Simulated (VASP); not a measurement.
Band structure of GaN (zinc blende). Computed with PBE GGA with D3 dispersion (zero damping), VASP's PBE PAW potentials (set 64) (plane waves; VASP 6.6.1).

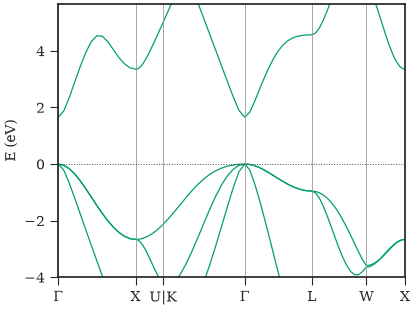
Figure. Bands along high-symmetry lines, zero at the valence-band maximum or, without a gap, the Fermi level

**Question.** Read the plot: is there a gap, and where are the band edges?

**Answer.** The gap is direct, 1.65 eV, from the valence maximum at Γ to the conduction minimum at Γ. (Edges off the drawn lines would not show.)

The compound is GaN in the zinc blende structure, a metastable form; wurtzite is the usual one. It was relaxed first.
